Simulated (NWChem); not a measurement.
# One shape, several levels: SiNH5Se+ (SMILES [NH2+][SiH2][SeH])

Aim: a comparison of 4 runs (UHF/STO-3G, UHF/3-21G, UB3LYP/6-31G*) of SiNH5Se+. 

The results are computed with NWChem 7.3.0.

## (1) The molecule

The species is SiNH5Se+ (8 atoms), meant as a doublet with charge +1. As SMILES, `[NH2+][SiH2][SeH]`. The shape comes from GFN2-xTB, which is rough for such elements, and wasn't checked as a minimum. This is one conformer, not always the lowest.

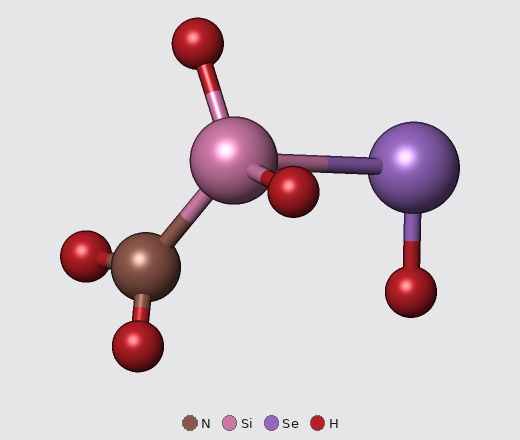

Viewed from a chosen angle; nitrogen brown, silicon pink, selenium purple, hydrogen red.

## (2) Energy and gradient at UHF/STO-3G (run 1)

The input, work.xyz:

```xyz
8
H5NSeSi
N     -0.876260     0.357030    -0.792440
Si     0.560870     0.643760     0.049190
Se     1.145560    -1.649270     1.132110
H     -0.918800     0.017130    -1.744090
H     -1.793540     0.624830    -0.462260
H      0.353190     1.385190     1.280410
H      1.745760     0.728080    -0.785180
H     -0.216790    -2.106740     1.322270
```

The input, work.nw:

```
echo
start work
title "H5NSeSi"
memory 2200 mb
charge 1

geometry noautosym nocenter noautoz
   load format xyz work.xyz
end

basis spherical bse
   * library STO-3G
end

scf
   doublet
   uhf
   thresh 1e-08
   maxiter 80
end

task scf gradient
```

The run is started by

```sh
$ nwchem work.nw > work.out
```

The log of the run:

```text
[...]
  functions       =    37
[...]
  wavefunction    = UHF
[...]
         Total SCF energy =  -2715.638443511107
      One electron energy =  -4240.185492918552
      Two electron energy =   1295.728618759704
 Nuclear repulsion energy =    228.818430647741
                       Sz =      0.5000
                 Sz(Sz+1) =      0.7500
                      S^2 =      0.7569
[...]
                         UHF ENERGY GRADIENTS
    atom               coordinates                        gradient
                 x          y          z           x          y          z
   1 N      -1.655891   0.674689  -1.497494   -0.021141  -0.002880  -0.011028
   2 Si      1.059891   1.216530   0.092956    0.013086   0.015742   0.003942
   3 Se      2.164795  -3.116668   2.139378    0.000170  -0.018580   0.008014
   4 H      -1.736280   0.032371  -3.295852   -0.003999   0.000289   0.004366
   5 H      -3.389299   1.180757  -0.873545    0.002163  -0.001576  -0.006036
   6 H       0.667432   2.617630   2.419624   -0.006762   0.005262   0.013933
   7 H       3.299008   1.375872  -1.483775    0.011031  -0.002574  -0.011310
   8 H      -0.409674  -3.981161   2.498728    0.005451   0.004318  -0.001882
[...]
```

It took 11 s on 1 thread of Intel Xeon 6975P-C (Granite Rapids), shared host; peak memory 0.097 GiB.

## (3) Energy and gradient at UHF/3-21G (run 2)

The input, calc.nw:

```
start calc
title "H5NSeSi gradient"
memory total 2200 mb
charge 1
geometry units angstroms noautosym nocenter noautoz
  N    -0.876260    0.357030   -0.792440
  Si    0.560870    0.643760    0.049190
  Se    1.145560   -1.649270    1.132110
  H    -0.918800    0.017130   -1.744090
  H    -1.793540    0.624830   -0.462260
  H     0.353190    1.385190    1.280410
  H     1.745760    0.728080   -0.785180
  H    -0.216790   -2.106740    1.322270
end
basis spherical bse
  * library 3-21G
end
scf
  nopen 1
  uhf
  thresh 1e-08
  maxiter 80
end
task scf gradient
```

The run is started by

```sh
$ nwchem calc.nw > calc.out
```

The log of the run:

```text
[...]
  functions       =    54
[...]
  wavefunction    = UHF
[...]
         Total SCF energy =  -2732.673606404841
      One electron energy =  -4249.615483789416
      Two electron energy =   1288.123446736834
 Nuclear repulsion energy =    228.818430647741
                       Sz =      0.5000
                 Sz(Sz+1) =      0.7500
                      S^2 =      0.7566
[...]
                         UHF ENERGY GRADIENTS
    atom               coordinates                        gradient
                 x          y          z           x          y          z
   1 N      -1.655891   0.674689  -1.497494    0.012063  -0.002040   0.010623
   2 Si      1.059891   1.216530   0.092956    0.010725  -0.006265   0.008621
   3 Se      2.164795  -3.116668   2.139378   -0.013681   0.010628  -0.006372
   4 H      -1.736280   0.032371  -3.295852   -0.002449  -0.001917  -0.005977
   5 H      -3.389299   1.180757  -0.873545   -0.006485   0.002254  -0.001318
   6 H       0.667432   2.617630   2.419624   -0.003747  -0.003698  -0.003136
   7 H       3.299008   1.375872  -1.483775   -0.005209  -0.002265  -0.000942
   8 H      -0.409674  -3.981161   2.498728    0.008783   0.003303  -0.001499
[...]
```

It took 11 s on 1 thread of Intel Xeon 6975P-C (Granite Rapids), shared host; peak memory 0.099 GiB.

Run 3 isn't shown in full; the table further down has it.

## (4) Energy and forces at UB3LYP/6-31G(d) (spherical functions) (run 4)

The input, test.nw:

```
start test
title "H5NSeSi gradient"
memory 2200 mb
charge 1

geometry units angstroms noautosym nocenter noautoz
  N     -0.876260     0.357030    -0.792440
  Si     0.560870     0.643760     0.049190
  Se     1.145560    -1.649270     1.132110
  H     -0.918800     0.017130    -1.744090
  H     -1.793540     0.624830    -0.462260
  H      0.353190     1.385190     1.280410
  H      1.745760     0.728080    -0.785180
  H     -0.216790    -2.106740     1.322270
end

basis spherical bse
  * library 6-31G*
end

dft
  xc b3lyp
  mult 2
  grid xfine
  convergence energy 1e-08
  iterations 100
  mulliken
end

task dft gradient
```

The run is started by

```sh
$ nwchem test.nw > test.out
```

The log of the run:

```text
[...]
          Wavefunction type:  spin polarized.
          No. of atoms     :     8
          No. of electrons :    59
[...]
          Charge           :     1
          Spin multiplicity:     2
[...]
          AO basis - number of functions:    74
[...]
              XC Information
              --------------
                         B3LYP Method XC Potential
                     Hartree-Fock (Exact) Exchange  0.200
                        Slater Exchange Functional  0.800 local
                    Becke 1988 Exchange Functional  0.720 non-local
              Lee-Yang-Parr Correlation Functional  0.810
                  VWN I RPA Correlation Functional  0.190 local
[...]
 d= 0,ls=0.0,diis     1  -2747.8627776616 -2.98D+03  3.63D-02  1.62D+00     4.8
[...]
 d= 0,ls=0.0,diis    17  -2748.2624866593 -3.77D-10  1.33D-07  1.14D-11    57.4
[...]
         Total DFT energy =    -2748.262486659315
      One electron energy =    -4263.907379863589
           Coulomb energy =     1403.473004151546
    Exchange-Corr. energy =     -116.646541595012
 Nuclear repulsion energy =      228.818430647741
[...]
      Total Density - Mulliken Population Analysis
     ---------------------------------------------
    Atom       Charge   Shell Charges
 -----------   ------   -------------------------------------------------------
    1 N    7     7.83   2.00  0.77  2.56  0.82  1.66  0.01
    2 Si  14    13.38   2.00  2.00  5.96  1.02  1.78  0.18  0.24  0.21
    3 Se  34    33.81   2.00  2.00  6.00  2.00  5.98  1.68  3.07  0.25  0.77  6.92  2.93  0.21
    4 H    1     0.61   0.49  0.12
    5 H    1     0.61   0.49  0.12
    6 H    1     0.98   0.51  0.47
    7 H    1     0.97   0.51  0.47
    8 H    1     0.82   0.47  0.35
[...]
      <S2> =      0.7527 (Exact =     0.7500)
[...]
  wavefunction    = open shell
                         DFT ENERGY GRADIENTS
    atom               coordinates                        gradient
                 x          y          z           x          y          z
   1 N      -1.655891   0.674689  -1.497494   -0.003604  -0.003810   0.002563
   2 Si      1.059891   1.216530   0.092956    0.014736   0.018078  -0.002069
   3 Se      2.164795  -3.116668   2.139378   -0.018612  -0.008078   0.004455
   4 H      -1.736280   0.032371  -3.295852   -0.002131   0.000961   0.003364
   5 H      -3.389299   1.180757  -0.873545    0.002304  -0.000736  -0.004294
   6 H       0.667432   2.617630   2.419624   -0.002058  -0.006772  -0.004422
   7 H       3.299008   1.375872  -1.483775   -0.007016  -0.002224   0.002567
   8 H      -0.409674  -3.981161   2.498728    0.016381   0.002581  -0.002165
[...]
```

It took 68 s on 1 thread of Intel Xeon 6975P-C (Granite Rapids), shared host; peak memory 0.14 GiB.

## (5) The series

| run | level | Cartesian functions | iteration cap | energy (Eh) | HOMO energy (eV) | LUMO energy (eV) | ⟨S²⟩ | wall time |
| --- | --- | --- | --- | --- | --- | --- | --- | --- |
| 1 | UHF/STO-3G | no | 80 | -2715.638444 | -13.73 | -3.50 | 0.757 | 11 s |
| 2 | UHF/3-21G | no | 80 | -2732.673606 | -15.31 | -6.05 | 0.757 | 11 s |
| 3 | UB3LYP/6-31G* (Cartesian functions) | yes | 100 | -2748.272878 | – | – | 0.753 | 67 s |
| 4 | UB3LYP/6-31G* (spherical functions) | no | 100 | -2748.262487 | -12.36 | -10.60 | 0.753 | 68 s |

## (6) What came out

| quantity | value |
| --- | --- |
| run 4: total energy | -2748.26249 Eh |
| run 4: HOMO energy (highest over α and β) | -12.36 eV |
| run 4: LUMO energy (lowest over α and β) | -10.60 eV |
| run 4: ⟨S²⟩ | 0.753 |
| run 4: largest force on an atom | 1.204 eV/Å |

In run 1 the basis is minimal, so the values are rough. All runs together took 2.6 min, the longest 68 s.
